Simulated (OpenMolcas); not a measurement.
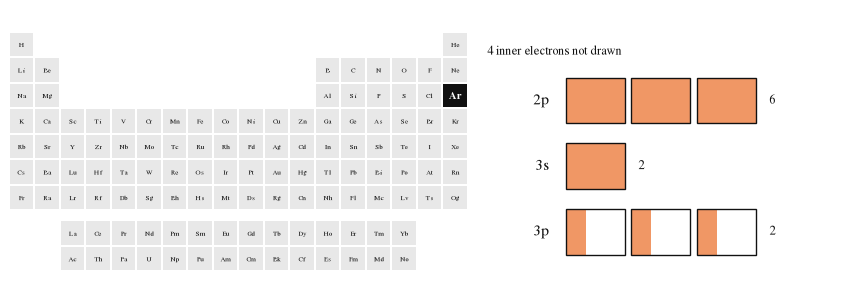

Left, the place of argon in the periodic table; right, the outer shells of the leading configuration of the lowest level: a box for each of the 2l + 1 orbitals, shaded by the share of the shell that is filled, with the electron count at the right.

Multiconfigurational calculation for Ar⁴⁺ (part 1 of 2)

- system: Ar⁴⁺.
- method: state-averaged RASSCF, active space 4 electrons in the shells 3s 3p 3d; RAS3 3d with at most 2 electrons, basis ANO-RCC, DKH2 scalar Hamiltonian, spin-orbit coupling by RASSI with atomic mean-field integrals (OpenMolcas)

**The input**
```
&GATEWAY
Coord
1

Ar 0.0 0.0 0.0
Basis=ANO-RCC
Group=XYZ
NoMove
AngMom=0.0 0.0 0.0
AMFI
&SEWARD
&RASSCF
FileOrb=start.orb
Symmetry=1
Spin=3
nActEl=4 0 0
Inactive=2 3
Ras2=1 3
CIRoot=6 6 1
SDav=6
CIMx=300
Iter=120 100
PrWF=0.3
OrbListing=Nothing
MaxOrb=0
Atom
>>> COPY $Project.JobIph JOBPRE
&RASSCF
FileOrb=start.orb
Symmetry=1
Spin=3
nActEl=4 0 2
Inactive=2 3
Ras2=1 3
Ras3=5 0
CIRoot=6 6 1
SDav=211
CIMx=300
Iter=120 100
PrWF=0.3
OrbListing=Nothing
MaxOrb=0
Thrs=2.0e-7 1.0e-1 5.0e-4
Atom
>>> COPY $Project.JobIph JOB001
&RASSCF
FileOrb=start.orb
Symmetry=1
Spin=1
nActEl=4 0 2
Inactive=2 3
Ras2=1 3
Ras3=5 0
CIRoot=12 12 1
SDav=192
CIMx=300
Iter=120 100
PrWF=0.3
OrbListing=Nothing
MaxOrb=0
Thrs=2.0e-7 1.0e-1 5.0e-4
Atom
>>> COPY $Project.JobIph JOB002
&RASSCF
FileOrb=start.orb
Symmetry=2
Spin=5
nActEl=4 0 2
Inactive=2 3
Ras2=1 3
Ras3=5 0
CIRoot=1 1 1
SDav=36
CIMx=300
Iter=120 100
PrWF=0.3
OrbListing=Nothing
MaxOrb=0
Thrs=2.0e-7 1.0e-1 5.0e-4
Atom
>>> COPY $Project.JobIph JOB003
&RASSCF
FileOrb=start.orb
Symmetry=2
Spin=3
nActEl=4 0 2
Inactive=2 3
Ras2=1 3
Ras3=5 0
CIRoot=9 9 1
SDav=174
CIMx=300
Iter=120 100
PrWF=0.3
OrbListing=Nothing
MaxOrb=0
Thrs=2.0e-7 1.0e-1 5.0e-4
Atom
>>> COPY $Project.JobIph JOB004
&RASSCF
FileOrb=start.orb
Symmetry=2
Spin=1
nActEl=4 0 2
Inactive=2 3
Ras2=1 3
Ras3=5 0
CIRoot=8 8 1
SDav=138
CIMx=300
Iter=120 100
PrWF=0.3
OrbListing=Nothing
MaxOrb=0
Thrs=2.0e-7 1.0e-1 5.0e-4
Atom
>>> COPY $Project.JobIph JOB005
&RASSI
NrOfJobIphs=5 6 12 1 9 8
1 2 3 4 5 6
1 2 3 4 5 6 7 8 9 10 11 12
1
1 2 3 4 5 6 7 8 9
1 2 3 4 5 6 7 8
IphNames
JOB001
JOB002
JOB003
JOB004
JOB005
EJob
SpinOrbit
DIPRint=1.0
SOCoupling=1000.0
Subsets=2
MEES
Property=10
'ANGMOM' 1 'ANGMOM' 2 'ANGMOM' 3 'MLTPL  1' 1 'MLTPL  1' 2 'MLTPL  1' 3
'AMFI' 1 'AMFI' 2 'AMFI' 3 'MLTPL  2' 6
SOProperty=3
'ANGMOM' 1 'ANGMOM' 2 'ANGMOM' 3
```

The file start.orb holds starting orbitals from an earlier step. A driver script formed the levels outside the program, from RASSI's spin-orbit matrix and the active-space energies, averaged over the components of each term or state.

Hardware: 1 CPU thread, shared host.

**Log (extracts)**
```
--- SEWARD ---
Basis set label: AR.ANO-RCC.........

      Electronic valence basis set:
      ------------------
      Associated Effective Charge  18.000000 au
      Associated Actual Charge     18.000000 au
      Nuclear Model: Point charge

      Shell  nPrim  nBasis  Cartesian Spherical Contaminant
         s      17       8        X
         p      12       7        X
         d       5       5                 X
         f       4       4                 X
         g       2       2                 X
                  Relativistic Douglas-Kroll-Hess integrals:
                    - DKH order of Hamiltonian: 2
                    - DKH order of Properties : 0
                  Atomic mean-field integrals
--- RASSCF ---
Wave function specifications:
      -----------------------------

      Number of closed shell electrons          10
      Number of electrons in active shells       4
      Max number of holes in RAS1 space          0
      Max nr of electrons in RAS3 space          2
      Number of inactive orbitals                5
      Number of active orbitals                  9
      Number of secondary orbitals              86
      Spin quantum number                      1.0
      State symmetry                             1
Orbital specifications:
      -----------------------

      Symmetry species                           1   2
                                                ag  au
      Frozen orbitals                            0   0
      Inactive orbitals                          2   3
      Active orbitals                            6   3
      RAS1 orbitals                              0   0
      RAS2 orbitals                              1   3
      RAS3 orbitals                              5   0
      Secondary orbitals                        43  43
      Deleted orbitals                           0   0
      Number of basis functions                 51  49
      Number of CSFs                           211
      Number of root(s) required                 6
      Iter CI   SX   CI       RASSCF       Energy    max ROT     max BLB   max BLB  Level Ln srch  Step   QN
          iter iter root      energy       change     param      element    value   shift minimum  type update
 Nr of preliminary CI iterations:   1
        1   1    3    0  -523.00488818    0.00E+00   3.80E-07    3  13 1  8.93E-07   0.00   0.00    SX    NO
        2   1    2    0  -523.00488818   -1.71E-12  -9.74E-08    3  12 1 -3.77E-07   0.00   0.00    SX    NO
        3   1    2    0  -523.00488818   -1.14E-13   3.45E-08    3  13 1 -3.44E-07   0.00   0.00    SX    NO
        4   1    2    0  -523.00488818    1.02E-12  -2.06E-08    3  12 1 -1.66E-07   0.00   0.00    SX    NO
      Convergence after  4 iterations
        5   1    2    0  -523.00488818   -2.27E-13  -2.06E-08    3  13 1 -1.41E-07   0.00   0.00    SX    NO
      Natural orbitals and occupation numbers for root  1
      sym 1:   1.940260   0.010352   0.007517   0.006445   0.007517   0.010352
      sym 2:   0.991106   0.991106   0.035347
      Natural orbitals and occupation numbers for root  2
      sym 1:   1.940260   0.010352   0.010352   0.007517   0.007517   0.006445
      sym 2:   0.991106   0.035347   0.991106
      Natural orbitals and occupation numbers for root  3
      sym 1:   1.940260   0.006445   0.010352   0.007517   0.007517   0.010352
      sym 2:   0.035347   0.991106   0.991106
::    RASSCF root number  1 Total energy:   -523.61005783
::    RASSCF root number  2 Total energy:   -523.61005783
::    RASSCF root number  3 Total energy:   -523.61005783
::    RASSCF root number  4 Total energy:   -522.39971853
::    RASSCF root number  5 Total energy:   -522.39971853
::    RASSCF root number  6 Total energy:   -522.39971853
--- RASSCF ---
Wave function specifications:
      -----------------------------

      Number of closed shell electrons          10
      Number of electrons in active shells       4
      Max number of holes in RAS1 space          0
      Max nr of electrons in RAS3 space          2
      Number of inactive orbitals                5
      Number of active orbitals                  9
      Number of secondary orbitals              86
      Spin quantum number                      0.0
      State symmetry                             1
Orbital specifications:
      -----------------------

      Symmetry species                           1   2
                                                ag  au
      Frozen orbitals                            0   0
      Inactive orbitals                          2   3
      Active orbitals                            6   3
      RAS1 orbitals                              0   0
      RAS2 orbitals                              1   3
      RAS3 orbitals                              5   0
      Secondary orbitals                        43  43
      Deleted orbitals                           0   0
      Number of basis functions                 51  49
      Number of CSFs                           192
      Number of root(s) required                12
      Iter CI   SX   CI       RASSCF       Energy    max ROT     max BLB   max BLB  Level Ln srch  Step   QN
          iter iter root      energy       change     param      element    value   shift minimum  type update
 Nr of preliminary CI iterations:   1
        1   1   12    0  -522.92103930    0.00E+00  -1.27E-02    4   7 2 -1.15E-02*  0.00   0.00    SX    NO
        2   1   10    0  -522.92153021   -4.91E-04*  2.52E-03    1  10 2  9.78E-04*  0.00   0.00    SX    NO
        3   1    8    0  -522.92153624   -6.03E-06* -6.67E-04    2  13 1  4.08E-04   0.00   0.00    SX    NO
        4   1    7    0  -522.92153662   -3.87E-07*  1.77E-04    1  16 2  5.84E-05   0.00   0.00    SX    NO
        5   1    7    0  -522.92153665   -2.54E-08  -6.69E-05    3   9 1 -1.85E-05   0.00   1.24    QN   YES
      Convergence after  5 iterations
        6   1    7    0  -522.92153665   -1.91E-09  -6.69E-05    3   9 1  7.12E-06   0.00   1.24    QN   YES
      Natural orbitals and occupation numbers for root  1
      sym 1:   1.941997   0.010368   0.003826   0.021161   0.006513   0.004084
      sym 2:   1.118751   0.054591   0.838708
      Natural orbitals and occupation numbers for root  2
      sym 1:   1.941997   0.012129   0.005379   0.004064   0.003845   0.020535
      sym 2:   1.201145   0.100098   0.710807
      Natural orbitals and occupation numbers for root  3
      sym 1:   1.941997   0.004092   0.021437   0.003817   0.008684   0.007922
      sym 2:   0.961081   1.016438   0.034531
::    RASSCF root number  1 Total energy:   -523.53079787
::    RASSCF root number  2 Total energy:   -523.53079787
::    RASSCF root number  3 Total energy:   -523.53079787
::    RASSCF root number  4 Total energy:   -523.53079787
::    RASSCF root number  5 Total energy:   -523.53079787
::    RASSCF root number  6 Total energy:   -523.42724738
::    RASSCF root number  7 Total energy:   -522.36277135
::    RASSCF root number  8 Total energy:   -522.36277135
::    RASSCF root number  9 Total energy:   -522.36277135
::    RASSCF root number 10 Total energy:   -522.36277135
::    RASSCF root number 11 Total energy:   -522.36277135
::    RASSCF root number 12 Total energy:   -522.16334632
--- RASSCF ---
Wave function specifications:
      -----------------------------

      Number of closed shell electrons          10
      Number of electrons in active shells       4
      Max number of holes in RAS1 space          0
      Max nr of electrons in RAS3 space          2
      Number of inactive orbitals                5
      Number of active orbitals                  9
      Number of secondary orbitals              86
      Spin quantum number                      2.0
      State symmetry                             2
Orbital specifications:
      -----------------------

      Symmetry species                           1   2
                                                ag  au
      Frozen orbitals                            0   0
      Inactive orbitals                          2   3
      Active orbitals                            6   3
      RAS1 orbitals                              0   0
      RAS2 orbitals                              1   3
      RAS3 orbitals                              5   0
      Secondary orbitals                        43  43
      Deleted orbitals                           0   0
      Number of basis functions                 51  49
      Number of CSFs                            36
      Number of root(s) required                 1
      Iter CI   SX   CI       RASSCF       Energy    max ROT     max BLB   max BLB  Level Ln srch  Step   QN
          iter iter root      energy       change     param      element    value   shift minimum  type update
 Nr of preliminary CI iterations:   1
        1   1    2    1  -523.24654189    0.00E+00   4.00E-07    3  10 1  4.17E-07   0.00   0.00    SX    NO
        2   1    2    1  -523.24654189   -1.14E-13   1.65E-07    3  11 1  2.73E-07   0.00   0.00    SX    NO
        3   1    2    1  -523.24654189   -2.27E-13  -7.89E-08    3  12 1  1.08E-07   0.00   0.00    SX    NO
        4   1    2    1  -523.24654189   -1.36E-12   1.45E-08    3  13 1  9.31E-08   0.00   0.00    SX    NO
      Convergence after  4 iterations
        5   1    2    1  -523.24654189    5.68E-13   1.45E-08    3  12 1  5.35E-08   0.00   0.00    SX    NO
      Natural orbitals and occupation numbers for root  1
      sym 1:   1.000000   0.004961   0.004961   0.004961   0.004961   0.004961
      sym 2:   0.991731   0.991731   0.991731
::    RASSCF root number  1 Total energy:   -523.24654189
--- RASSCF ---
Wave function specifications:
      -----------------------------

      Number of closed shell electrons          10
      Number of electrons in active shells       4
      Max number of holes in RAS1 space          0
      Max nr of electrons in RAS3 space          2
      Number of inactive orbitals                5
      Number of active orbitals                  9
      Number of secondary orbitals              86
      Spin quantum number                      1.0
      State symmetry                             2
Orbital specifications:
      -----------------------

      Symmetry species                           1   2
                                                ag  au
      Frozen orbitals                            0   0
      Inactive orbitals                          2   3
      Active orbitals                            6   3
      RAS1 orbitals                              0   0
      RAS2 orbitals                              1   3
      RAS3 orbitals                              5   0
      Secondary orbitals                        43  43
      Deleted orbitals                           0   0
      Number of basis functions                 51  49
      Number of CSFs                           174
      Number of root(s) required                 9
      Iter CI   SX   CI       RASSCF       Energy    max ROT     max BLB   max BLB  Level Ln srch  Step   QN
          iter iter root      energy       change     param      element    value   shift minimum  type update
 Nr of preliminary CI iterations:   1
        1   1   13    0  -522.98777684    0.00E+00   7.18E-02    3   9 1 -1.93E-02*  0.00   0.00    SX    NO
        2   1   11    0  -522.99137205   -3.60E-03*  3.72E-03    3  11 1  2.03E-03*  0.00   0.00    SX    NO
        3   1    8    0  -522.99139754   -2.55E-05*  3.96E-04    4   7 2 -2.93E-04   0.00   0.00    SX    NO
        4   1    7    0  -522.99139786   -3.18E-07*  1.00E-04    2  10 1  1.28E-04   0.00   0.00    SX    NO
        5   1    6    0  -522.99139787   -9.00E-09   1.64E-05    1  16 2 -1.92E-05   0.00   0.85    QN   YES
      Convergence after  5 iterations
        6   1    6    0  -522.99139787   -3.50E-10   1.64E-05    2  10 1  1.44E-06   0.00   0.85    QN   YES
      Natural orbitals and occupation numbers for root  1
      sym 1:   1.108772   0.011770   0.014407   0.006062   0.041544   0.083450
      sym 2:   0.951430   0.876571   0.905994
      Natural orbitals and occupation numbers for root  2
      sym 1:   1.108773   0.006091   0.082478   0.011742   0.043866   0.013056
      sym 2:   0.908512   0.950376   0.875107
      Natural orbitals and occupation numbers for root  3
      sym 1:   1.108773   0.045256   0.006108   0.081840   0.012304   0.011724
      sym 2:   0.874291   0.949685   0.910019
::    RASSCF root number  1 Total energy:   -523.06236081
::    RASSCF root number  2 Total energy:   -523.06236081
::    RASSCF root number  3 Total energy:   -523.06236081
::    RASSCF root number  4 Total energy:   -523.06236081
::    RASSCF root number  5 Total energy:   -523.06236081
::    RASSCF root number  6 Total energy:   -522.96527875
::    RASSCF root number  7 Total energy:   -522.96527875
::    RASSCF root number  8 Total energy:   -522.96527875
::    RASSCF root number  9 Total energy:   -522.71494054
--- RASSCF ---
Wave function specifications:
      -----------------------------

      Number of closed shell electrons          10
      Number of electrons in active shells       4
      Max number of holes in RAS1 space          0
      Max nr of electrons in RAS3 space          2
      Number of inactive orbitals                5
      Number of active orbitals                  9
      Number of secondary orbitals              86
      Spin quantum number                      0.0
      State symmetry                             2
Orbital specifications:
      -----------------------

      Symmetry species                           1   2
                                                ag  au
      Frozen orbitals                            0   0
      Inactive orbitals                          2   3
      Active orbitals                            6   3
      RAS1 orbitals                              0   0
      RAS2 orbitals                              1   3
      RAS3 orbitals                              5   0
      Secondary orbitals                        43  43
      Deleted orbitals                           0   0
      Number of basis functions                 51  49
      Number of CSFs                           138
      Number of root(s) required                 8
      Iter CI   SX   CI       RASSCF       Energy    max ROT     max BLB   max BLB  Level Ln srch  Step   QN
          iter iter root      energy       change     param      element    value   shift minimum  type update
 Nr of preliminary CI iterations:   1
        1   1   13    0  -522.81588720    0.00E+00  -4.87E-02    3   9 1 -2.05E-02*  0.00   0.00    SX    NO
        2   1   10    0  -522.81781878   -1.93E-03* -6.28E-03    3  10 1 -1.87E-03*  0.00   0.00    SX    NO
        3   1    9    0  -522.81784977   -3.10E-05* -2.43E-03    2  13 1 -7.22E-04*  0.00   0.00    SX    NO
        4   1    8    0  -522.81785340   -3.63E-06* -1.01E-03    5  25 1  8.82E-05   0.00   0.00    SX    NO
        5   1    8    0  -522.81785396   -5.61E-07* -2.88E-04    5  25 1 -3.58E-05   0.00   0.71    QN   YES
        6   1    3    0  -522.81785407   -1.06E-07   8.76E-07    1  16 2 -1.04E-06   0.00   1.00    QN   YES
      Convergence after  6 iterations
        7   1    3    0  -522.81785407   -7.96E-13   8.76E-07    2  13 1 -2.24E-06   0.00   1.00    QN   YES
      Natural orbitals and occupation numbers for root  1
      sym 1:   1.436046   0.026814   0.300688   0.008678   0.175063   0.005163
      sym 2:   0.802569   0.689315   0.555663
      Natural orbitals and occupation numbers for root  2
      sym 1:   1.436048   0.006323   0.107099   0.071020   0.324446   0.007516
      sym 2:   0.628043   0.823988   0.595517
      Natural orbitals and occupation numbers for root  3
      sym 1:   1.436046   0.302393   0.008633   0.028311   0.005207   0.171861
      sym 2:   0.686428   0.557013   0.804107
::    RASSCF root number  1 Total energy:   -522.89837045
::    RASSCF root number  2 Total energy:   -522.89837045
::    RASSCF root number  3 Total energy:   -522.89837045
::    RASSCF root number  4 Total energy:   -522.89837045
::    RASSCF root number  5 Total energy:   -522.89837045
::    RASSCF root number  6 Total energy:   -522.68366010
::    RASSCF root number  7 Total energy:   -522.68366010
::    RASSCF root number  8 Total energy:   -522.68366010
```

(Continued in part 2.) Outcome of the run: converged.
